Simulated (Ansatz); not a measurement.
# Electron scattering at the Σ3 (111) boundary in fcc Ni, part 2 of 3

Wanted: what the Σ3 (111) boundary in fcc Ni costs an interconnect.

Ansatz 0.2.0; Ansatz plane-wave DFT, PBE, PAW files, collinear spin; relaxation of a bicrystal slab with its lowest layers held; PAW set soft_1 (the session's first sound run).

So far. Step 2 (Relaxing the bicrystal): The largest force component on a free atom ends at 0.0027 eV/Å, under the tolerance of 0.03, after 3 steps.

## (3) Transmission across the boundary

This step: Ansatz plane-wave DFT, PBE, PAW files, collinear spin; ballistic transport by layer matching (Landauer), zero bias; boundary relaxed in a short slab, bulk layers laid on; PAW set soft_1 (Ansatz 0.2.0).

System of this step: Σ3 (111) boundary in fcc Ni. The cell holds 22 atoms: 22 Ni. Its edges and angles: a = 2.492 Å, b = 2.492 Å, c = 50.719 Å, α = 90.0°, β = 90.0°, γ = 120.0°. It derives from Ni. Regions: lower grain, 9 atoms (9 Ni); boundary, 6 atoms (6 Ni); upper grain, 7 atoms (7 Ni). Vacuum lies along c.

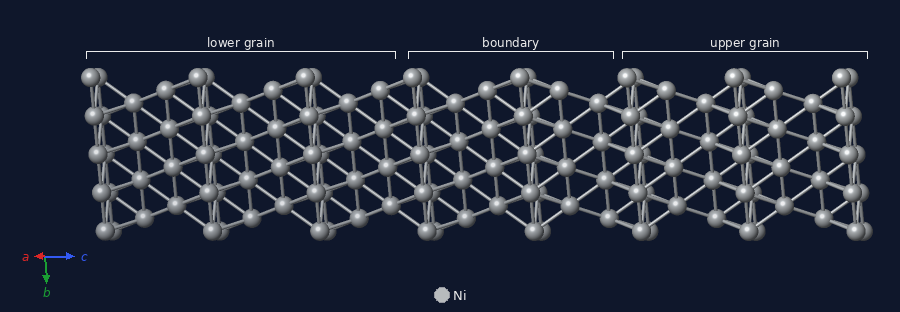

The cell of this step (nickel light grey). 1×4×1 cells are drawn. Some periodic images of atoms are drawn too.

input.yaml

```yaml
crystal:
  lattice:
    - [2.4918442969, 0.0, 0.0]
    - [-1.2459221485, 2.1580004634, 0.0]
    - [0.0, 0.0, 50.718655903]
  atoms:
    - { symbol: Ni, position: [-4.0000000001, -8.0, 0.0788664433], spin: 1.0 }
    - { symbol: Ni, position: [-3.6666666668, -7.3333333333, 0.1189815117], spin: 1.0 }
    - { symbol: Ni, position: [-3.3333333334, -6.6666666667, 0.15909658], spin: 1.0 }
    - { symbol: Ni, position: [-3.0000000001, -6.0, 0.1992116484], spin: 1.0 }
    - { symbol: Ni, position: [-2.6666666667, -5.3333333333, 0.2393267167], spin: 1.0 }
    - { symbol: Ni, position: [-2.3333333334, -4.6666666667, 0.2794417851], spin: 1.0 }
    - { symbol: Ni, position: [-2.0, -4.0, 0.3195568535], spin: 1.0 }
    - { symbol: Ni, position: [-1.6666666667, -3.3333333333, 0.3596719218], spin: 1.0 }
    - { symbol: Ni, position: [-1.3333333333, -2.6666666667, 0.3997869902], spin: 1.0 }
    - { symbol: Ni, position: [1.0, 0.0, 0.4399020585], spin: 1.0 }
    - { symbol: Ni, position: [0.3333333333, 0.6666666667, 0.4799167849], spin: 1.0 }
    - { symbol: Ni, position: [0.6666666667, 0.3333333333, 0.5199490791], spin: 1.0 }
    - { symbol: Ni, position: [0.0, 0.0, 0.5601363411], spin: 1.0 }
    - { symbol: Ni, position: [0.6666666667, 0.3333333333, 0.6002843922], spin: 1.0 }
    - { symbol: Ni, position: [0.3333333333, 0.6666666667, 0.6403280782], spin: 1.0 }
    - { symbol: Ni, position: [-1.0, -2.0, 0.6804431465], spin: 1.0 }
    - { symbol: Ni, position: [-1.3333333334, -2.6666666667, 0.7205582149], spin: 1.0 }
    - { symbol: Ni, position: [-1.6666666667, -3.3333333333, 0.7606732833], spin: 1.0 }
    - { symbol: Ni, position: [-2.0000000001, -4.0, 0.8007883516], spin: 1.0 }
    - { symbol: Ni, position: [-2.3333333334, -4.6666666667, 0.84090342], spin: 1.0 }
    - { symbol: Ni, position: [-2.6666666667, -5.3333333333, 0.8810184883], spin: 1.0 }
    - { symbol: Ni, position: [-3.0000000001, -6.0, 0.9211335567], spin: 1.0 }
magnetization:
  spin_polarized: true
kpoints:
  mp_grid: { grid: [12, 12, 1] }
hamiltonian:
  xc: pbe
  pseudopotentials: { kind: paw, azcp: { folder: soft_1 } }
scf:
  occupations: { method: fermi_dirac, width: 0.1 }
output:
  transmission:
    leads: [[5, 6], [17, 18]]
    kmesh: [28, 28]
    e_range: [-0.1, 0.1]
    de: 0.05
  write_potential: true
  write_density: true
  volumetric_format: npy
  elf: true
```

Run with:

```console
> ansatz run input.yaml --threads 8 --pin off --max-ram 15360MiB --backend cpu --events-out ev --progress --plain --runs-dir out
```

Numbers of over 12 decimals in the logs are rounded to 6 here.

What it wrote:

```text
[...]
Crystal: 22 atoms, lattice volume = 272.735 Å³
Basis set: ecut = 420 eV, 5155 PW (Γ)
Bands: 251, of which v1, the nominal top of the filled ones, is band 198 counted from 1 (197 counted from 0)
Symmetry: 6 space group operations
[...]
k-points: 19 of 144 (time reversal used)
[...]
Starting moments: Σ|m| = 22 μB on 22 of 22 sites
[...]
SCF iter   1: F=—  HF=-128457.776784 eV  |F-HF|=—  |Δ(HF+E_count)|=         —  Δρ=4.16e-2 (↑3.91e-2 ↓4.16e-2)  dr2=2.28e1  dr2_m=2.91e-1  M=18.297 μB ∫|m|=19.477 μB  β_m=0.30  ethr=3.10e-3  ⟨swp⟩=5.9  Hψ=34578  notcnv=0  defer=534
[...]
SCF iter  17: F=-128473.211033 eV  HF=-128473.211033 eV  |F-HF|=7.19e-8  |Δ(HF+E_count)|=   7.39e-9  Δρ=2.32e-6 (↑1.51e-6 ↓2.32e-6)  dr2=7.26e-8  dr2_m=1.01e-9  M=14.222 μB ∫|m|=16.227 μB  ethr=9.71e-12  ⟨swp⟩=10.4  Hψ=43838  notcnv=0
SCF 1 converged in 17 iterations: F = -128473.211033 eV  dr2 = 7.26e-8
[...]
transmission: 496 of 4960 steps passed
transmission: 992 of 4960 steps passed
[...]
transmission: 4960 of 4960 steps passed
WARN: The output density's exchange-correlation potential varies sharply where the density is thin. Do not read a vacuum level from v_tot or v_xc, or from such a field of the output density. On a cell that repeats whose density bears no net charge and no dipole along the vacuum's axis use v_es (v_loc + v_h of the components); under efield.dipole_correction with no amplitude use v_es + v_field, which holds any externa [...]
SCF converged after 17 iterations
Magnetization: 14.2222 μB (205.1111 up, 190.8889 down)
Absolute magnetization: 16.2509 μB (∫|ρ↑−ρ↓|, with the PAW one-centre terms)
[...]
Per-site moments (μB) at R_I (Å): [(0.715475, 1.027886), (0.722776, 1.027886), (0.680313, 1.027886), (0.675773, 1.027886), (0.676632, 1.027886), (0.676473, 1.027886), (0.675534, 1.027886), (0.675837, 1.027886), (0.676689, 1.027886), (0.676156, 1.026172), (0.676894, 1.026172), (0.680842, 1.026472), (0.688874, 1.027886), (0.681923, 1.026667), (0.676719, 1.026667), (0.674598, 1.027886), (0.676487, 1.027886), (0.676600, 1.027886), (0.675791, 1.027886), (0.679980, 1.027886), (0.722598, 1.027886), (0.715313, 1.027886)]
Free energy (F): -128473.211033 eV
[...]
Internal energy: -128471.995976 eV  (E = F + TS)
E sigma→0 (E₀):  -128472.603504 eV
Entropy (-TS):   -1.215057 eV (-55.230 meV/atom)
Fermi energy:    15.157738 eV
[...]
--- Band table (eV; the first three rows and the last of 38) ---
  k-point 0 ↑: bands = [... 194 lower, 13.9770, 14.0450, 14.0450, 14.0991, 14.0991, 14.1873, 14.1873, 14.2432, ... 49 higher]
  k-point 1 ↑: bands = [... 194 lower, 13.9732, 14.0001, 14.0117, 14.0406, 14.0665, 14.1170, 14.1172, 14.1985, ... 49 higher]
  k-point 2 ↑: bands = [... 194 lower, 14.0192, 14.0623, 14.1072, 14.1117, 14.1526, 14.2217, 14.2390, 14.2764, ... 49 higher]
  k-point 18 ↓: bands = [... 194 lower, 15.2884, 15.2944, 15.3004, 15.3058, 19.9886, 20.0863, 20.0978, 20.1011, ... 49 higher]
--- Transmission ---
  basis      : 55 plane waves across, 31 finite elements along
  points     : 80, standing for a mesh of 28 x 28
  energies   : 5 from -0.100000 to 0.100000 eV about the Fermi level, 0.050000 eV apart; the leads are filled to 0.000000 eV, and channels, transmission and decay are at 0.000000 eV
  crystal 0  : Ni1, at the sites [5, 6], period 2.0346 Å, over 26.45 Å; its Hamiltonian steps by up to 1.3 meV
    offset         : up to 0.0000 Å between an atom of the period and one for which it stands
    channels       : 6.466837e-1 up, 1.709184e0 down
    conductance    : none, the energies end too early or step too widely for 300 K: set another output.transmission.e_range or a lower de, or, where they end at an eighth of basis.ecutwfc, a higher one
    slowest decay  : 0.1051 /Å at (0.2143, 0.2143)
[...]
channels       : 6.466837e-1 up, 1.709184e0 down
[...]
slowest decay  : 0.1033 /Å at (0.2143, 0.2143)
  junction   : crystal 0 to crystal 1, 16.53 to 36.22 Å
    transmission   : 5.938452e-1 up, 1.474372e0 down
[...]
```

Run time: 7 min. Hardware: 8 threads of Arm Neoverse N1, shared host; peak memory 4.5 GiB; 42 min of CPU time.

This step gave:

- free energy: -128473.2110 eV
- energy at zero smearing: -128472.6035 eV
- Fermi energy: 15.16 eV
- magnetization: 14.22 μB
- absolute magnetization: 16.25 μB
- cell area: 5.377 Å²
- transmission, spin up: 0.5938
- transmission, spin down: 1.474
- open channels, spin up: 0.6467
- open channels, upper lead, spin up: 0.6467
- open channels, spin down: 1.709
- open channels, upper lead, spin down: 1.709
- step of the lead's potential: 1.3 meV
- step of the upper lead's potential: 2.3 meV

Per spin. Transmission, zone mean against energy, zero at the Fermi level:

```csv
energy (eV),T up,T down
-0.1000,0.560,1.40
-0.0500,0.571,1.42
0.0000,0.594,1.47
0.0500,0.599,1.55
0.1000,0.604,1.50
```

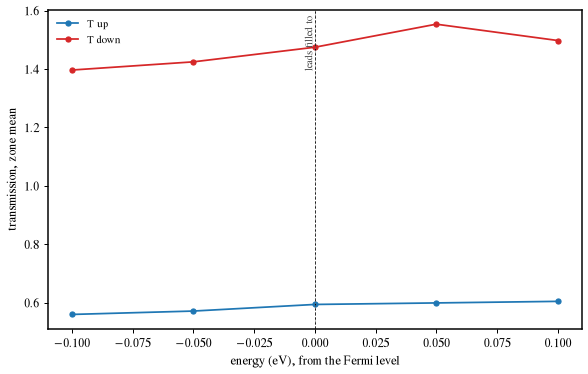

Transmission, zone mean against energy.

Per spin. Open channels, zone mean against energy, zero at the Fermi level:

```csv
energy (eV),lead up,upper lead up,lead down,upper lead down
-0.1000,0.601,0.601,1.67,1.67
-0.0500,0.631,0.631,1.69,1.69
0.0000,0.647,0.647,1.71,1.71
0.0500,0.647,0.647,1.77,1.77
0.1000,0.647,0.647,1.90,1.89
```

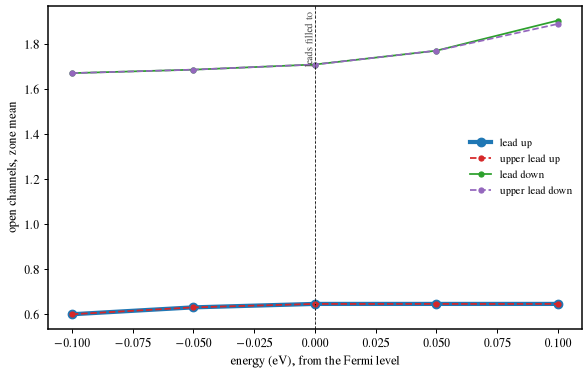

Open channels, zone mean, plotted against energy.

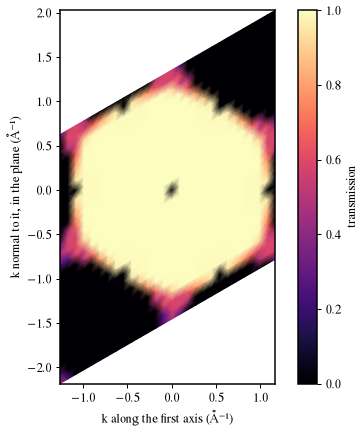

Transmission over k1 and k2. At 0.0000 eV from the Fermi level, spin up.

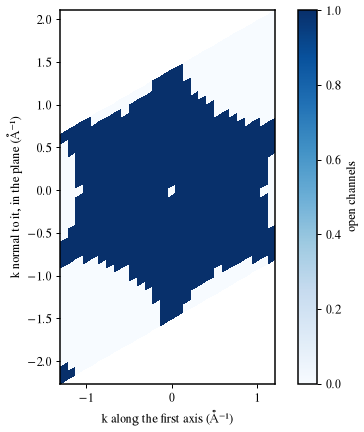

Open channels over k1 and k2. At 0.0000 eV from the Fermi level, spin up.

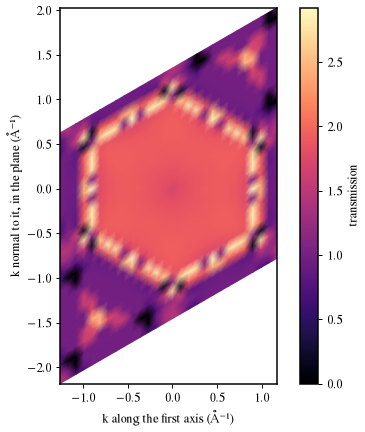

Transmission over k1 and k2. At 0.0000 eV from the Fermi level, spin down.

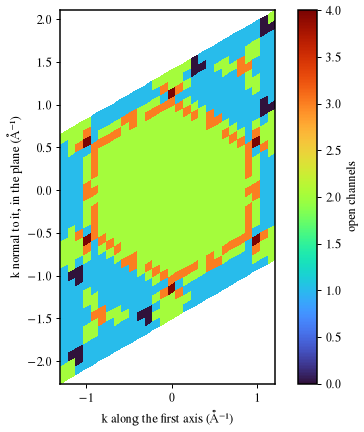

Open channels over k1 and k2. At 0.0000 eV from the Fermi level, spin down.

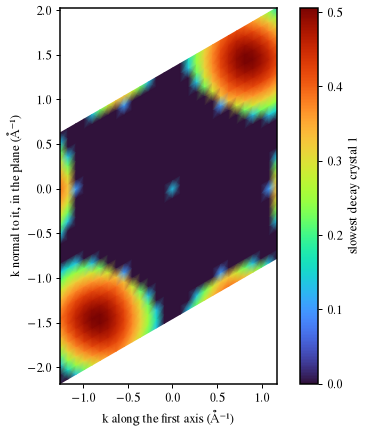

Slowest decay crystal 1 over k1 and k2. At 0.0000 eV from the Fermi level, spin up.

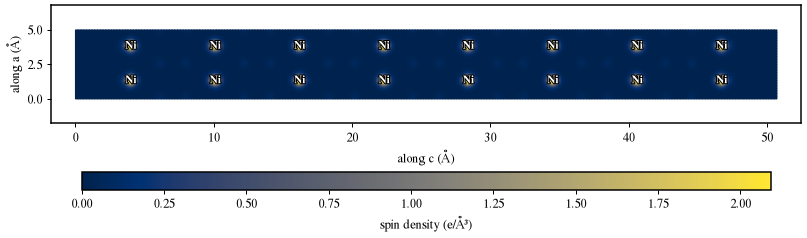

Spin density in the ca plane at fractional y = 0.000, with atoms of Ni within 0.2 Å of it. The map starts off the cell's origin, so that atoms lie inside it.

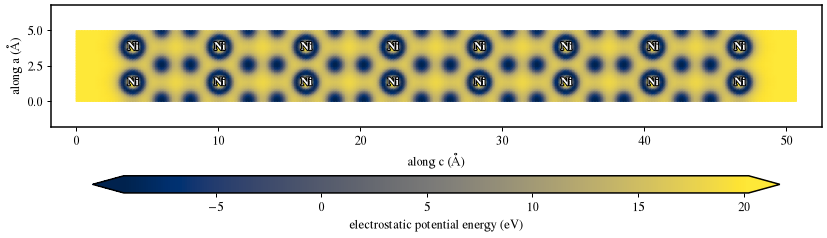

Electrostatic potential energy in the ca plane at fractional y = 0.000, with atoms of Ni within 0.2 Å of it. With pseudopotentials it is smooth inside the atoms' cores, unlike the true potential. The map starts off the cell's origin, so that atoms lie inside it.

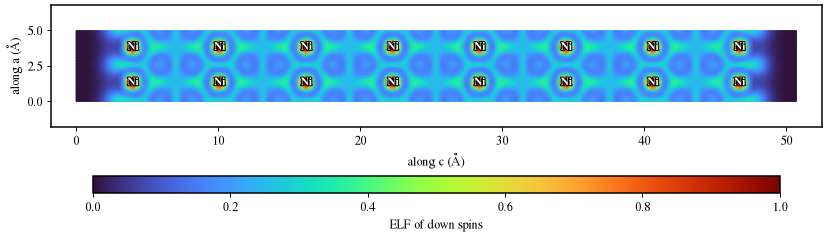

ELF of down spins in the ca plane at fractional y = 0.000, with atoms of Ni within 0.2 Å of it. It is the smooth field of the valence electrons, not physical close to the nuclei. The map starts off the cell's origin, so that atoms lie inside it.

Nearest the Fermi level spin up passes 0.594 of 0.647 channels of the lower lead and spin down 1.47 of 1.71.

## (4) Specific resistance

This step: Ansatz plane-wave DFT, PBE, PAW files, collinear spin; ballistic transport by layer matching (Landauer), zero bias; specific resistance of the boundary; PAW set soft_1 (Ansatz 0.2.0).

Numbers from this step:

- area resistance: 0.08233 fΩ m²
- T over the leads' mean channel count: 0.8629
- spin asymmetry γ: -0.09670 (R down - R up) / (R down + R up)

Averaged over the energies near the Fermi level, 86.3 % of the channels pass, which makes 0.0823 fΩ m².

By hand, with means over the energies near the Fermi level: RA per spin = A (h/e²)(1/T − ½[1/N₁ + 1/N₂]); spin up: 5.377×10⁻²⁰ m² × 25 813 Ω × (1/0.5856 − ½[1/0.6344 + 1/0.6344]) = 0.182 fΩ m²; spin down: 5.377×10⁻²⁰ m² × 25 813 Ω × (1/1.469 − ½[1/1.748 + 1/1.745]) = 0.150 fΩ m². The spins conduct in parallel, so 1/RA = 1/0.182 + 1/0.150 and RA = 0.0823 fΩ m²; γ = (0.150 − 0.182)/(0.150 + 0.182) = -0.097.

[end of part 2 of 3]

[Logs are printed without paths, hosts, clocks, repeated set-up lines and the standing remarks that a program may print on its own settings, such as how far it seeks lower states.]

[Hosts, paths, dates, database ids (printed as entryN), source tags and the programs' standing remarks are cut or masked in the printed files.]
